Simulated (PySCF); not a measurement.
# CF (SMILES [C]F) at UB3LYP/cc-pVTZ

What is the vertical doublet–quartet gap of CF at UB3LYP/cc-pVTZ? Input form: a Python script.

The calculation is run with PySCF 2.14.0.

6 further runs of the same task are left out: 6 set aside as unsound or not needed.

## Step 1: The molecule

CF: 2 atoms, total charge 0, spin state doublet. As SMILES, `[C]F`. Geometry: relaxed at PBE0-D4/def2-TZVP.

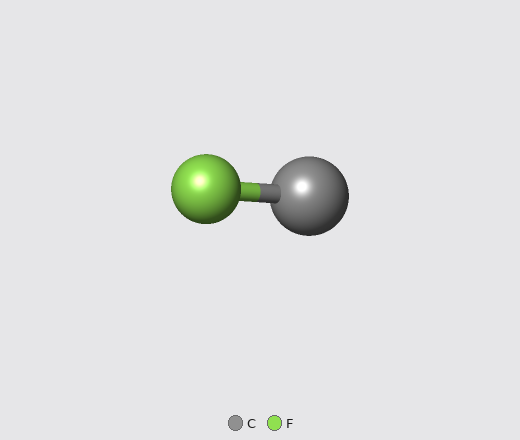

Viewed from a chosen angle; carbon grey, fluorine green.

## Step 2: The energy at UB3LYP/cc-pVTZ

Contents of input.xyz:

```xyz
2
CF
C      0.000000     0.000000     0.003080
F      0.000000     0.000000     1.271320
```

Contents of calc.py:

```python
# CF
from pyscf import gto, dft

mol = gto.M(
    atom='input.xyz',
    max_memory=1860,
    basis='cc-pvtz',
    charge=0,
    verbose=3,
    spin=1,
)

mf = dft.UKS(mol)
mf.xc = 'b3lyp'
mf.conv_tol = 1e-10
mf.grids.level = 5
mf.kernel()
if not mf.converged:
    mf = mf.newton().run(mf.mo_coeff, mf.mo_occ)

energy = mf.e_tot
print('Final energy', energy)
```

The run is started by

```sh
$ OMP_NUM_THREADS=1 python calc.py
```

What it wrote:

```text
WARN: HOMO -0.103684662937842 >= LUMO -0.103684662937841

converged SCF energy = -137.83520808844  <S^2> = 0.75354728  2S+1 = 2.0035441
Final energy -137.83520808843969
```

It took 5.4 s on 1 thread of Arm Neoverse V2, shared host; peak memory 0.29 GiB.

## Step 3: The quartet at the same level

Contents of calc.py:

```python
from pyscf import gto, dft

molecule = gto.M(
    atom='C -0.000000 0.000000 0.003080; F 0.000000 -0.000000 1.271320',
    verbose=3,
    charge=0,
    spin=3,
    max_memory=1860,
    basis='cc-pvtz',
)

myscf = dft.UKS(molecule, xc='b3lyp')
myscf.grids.level = 5
myscf.conv_tol = 1e-10
myscf.kernel()
if not myscf.converged:
    myscf = myscf.newton().run(myscf.mo_coeff, myscf.mo_occ)

etot = myscf.e_tot
print('Final energy', etot)
```

The run is started by

```sh
$ OMP_NUM_THREADS=1 python calc.py
```

What it wrote:

```text
WARN: HOMO -0.103684662937814 >= LUMO -0.374755712709636

WARN: HOMO -0.275813958535763 >= LUMO -0.308801609960081

WARN: HOMO -0.246805927447306 >= LUMO -0.259810392050474

WARN: HOMO -0.228613789203237 >= LUMO -0.232871990327681

converged SCF energy = -137.69635588584  <S^2> = 3.7530062  2S+1 = 4.0015028
Final energy -137.6963558858399
```

Run time: 5.1 s. Hardware: 1 thread of Arm Neoverse V2, shared host; peak memory 0.29 GiB.

## Step 4: Summary of results

At UB3LYP/cc-pVTZ:

```
                                        quantity          value
                           doublet: total energy  -137.83521 Eh
                          doublet: dipole moment         0.80 D
     doublet: HOMO energy (highest over α and β)       -5.88 eV
      doublet: LUMO energy (lowest over α and β)       -2.94 eV
                                   doublet: ⟨S²⟩          0.754
                           quartet: total energy  -137.69636 Eh
                          quartet: dipole moment         0.44 D
     quartet: HOMO energy (highest over α and β)       -6.33 eV
      quartet: LUMO energy (lowest over α and β)       -6.24 eV
                                   quartet: ⟨S²⟩          3.753
vertical energy of the quartet above the doublet       3.778 eV
```

In words: At this shape the quartet lies 3.78 eV (87 kcal/mol) above the doublet.
